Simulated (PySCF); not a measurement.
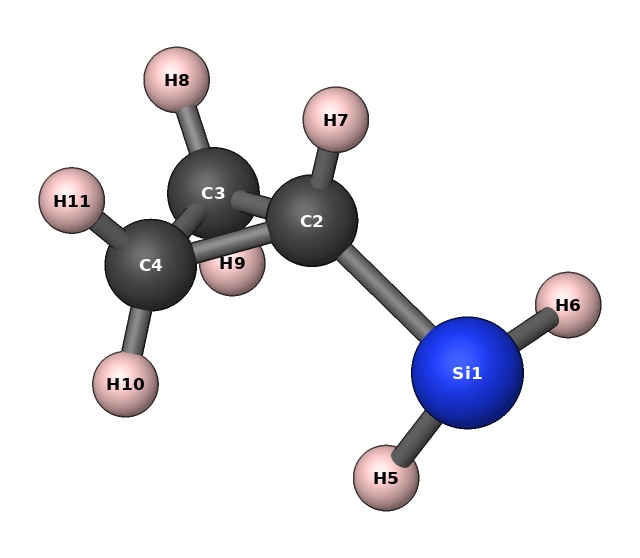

The questions are on isotropic NMR shieldings of the H atoms. The species has charge −1 and is a spin singlet. Computed geometry: PBE0-D3(BJ)/def2-SVP optimisation. No frequency run is at hand to confirm it as a minimum. Properties computed with GIAO KT2/pcSseg-2 NMR shielding, non-relativistic, gas phase (PySCF 2.14.0).

Q: Which H atom is the most shielded (lowest chemical shift)?

A: H7 (32.16 ppm).

Q: Which H atom is the least shielded (highest chemical shift)?

A: H6 (27.37 ppm).

Q: How wide is the range of H shifts?

A: 4.79 ppm.

Give the isotropic NMR shieldings of the H atoms atom by atom.

```tsv
atom	σ (ppm)
H5	28.98
H6	27.37
H7	32.16
H8	30.28
H9	31.75
H10	31.67
H11	31.03
```
